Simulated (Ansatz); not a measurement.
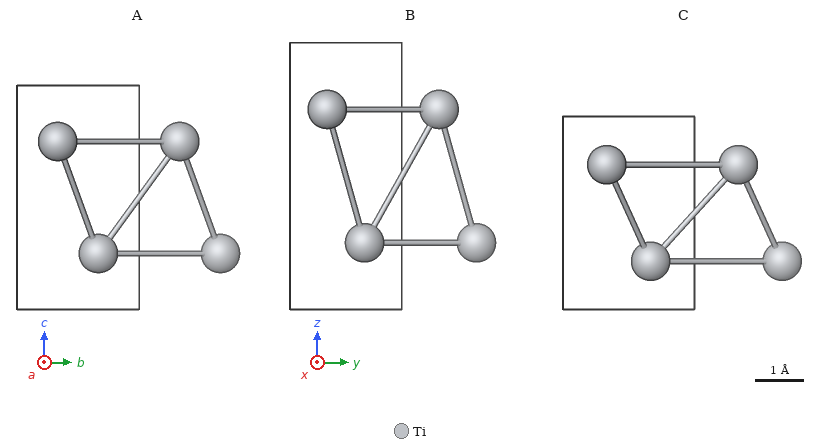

A scan of solid Ti (P6_3/mmc): the ratio of the cell's length along z to its lengths across, counted as 1 for the reference, is changed at fixed volume (a c/a path), with the atoms kept at their fractional coordinates. x, y and z are the Cartesian axes of the input. A ball-and-stick model of the cell of the calculation, repeated 2 × 2 × 1 with one cell outlined, seen along the a axis.

The calculation used DFT PBEsol, scalar-relativistic, plane waves, PAW in Ansatz. Settings: plane-wave cutoff 420 eV; k-point mesh 24 × 24 × 12; occupations gaussian; smearing width 0.15 eV; no spin polarisation. Energies (free energies at the smearing named) are counted from the cell as listed in its source, which wasn't relaxed.

Rank the frames from lowest to highest energy.

Lowest first: A (the relative ratio 1.00, 0.0 meV/atom), C (the relative ratio 0.80, 146.3 meV/atom), B (the relative ratio 1.30, 204.5 meV/atom). Over the whole scan: of the computed points the lowest is at the relative ratio 1.00, 0.0 meV/atom. The unrelaxed reference is under a pressure of −5.9 GPa. The distortion keeps the space group P6_3/mmc. At the relative ratio 1.30 the cell of the drawing goes a 2.950 → 2.703 Å, b 2.950 → 2.703 Å, c 4.686 → 5.582 Å.
